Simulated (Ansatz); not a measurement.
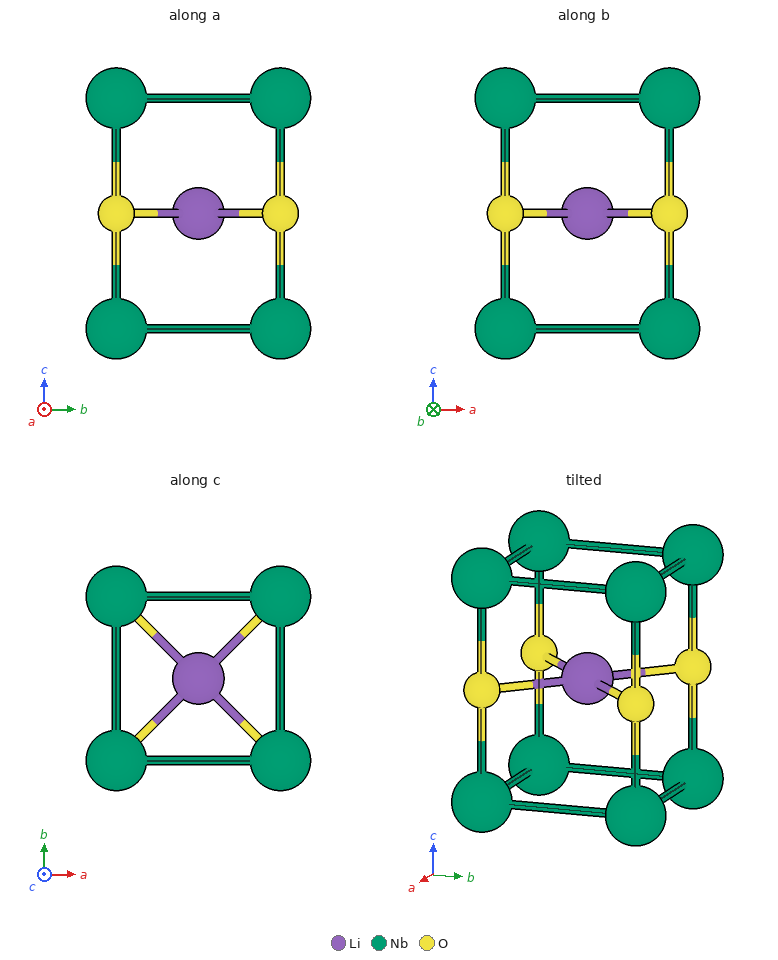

Ball-and-stick drawing of the structure, looking along the a axis, along the b axis, along the c axis and slightly off an axis. One conventional unit cell is framed, with atoms on its boundary repeated.

Lattice parameters: a = 2.916 Å, b = 2.916 Å, c = 4.098 Å, α = 90.00°, β = 90.00°, γ = 90.00°.

### Give the structure in the form of a table of Wyckoff sites.

Space group P4/mmm (No. 123).
| atom | site | x | y | z |
| --- | --- | --- | --- | --- |
| Li | 1d | 0.5000 | 0.5000 | 0.5000 |
| Nb | 1a | 0.0000 | 0.0000 | 0.0000 |
| O | 1b | 0.0000 | 0.0000 | 0.5000 |

The structure was taken from a structure type filled with these elements by a generator (whether the compound takes this form wasn't checked). Atoms and cell were optimised with Ansatz 0.2.0, DFT PBE, scalar-relativistic, plane waves, PAW.
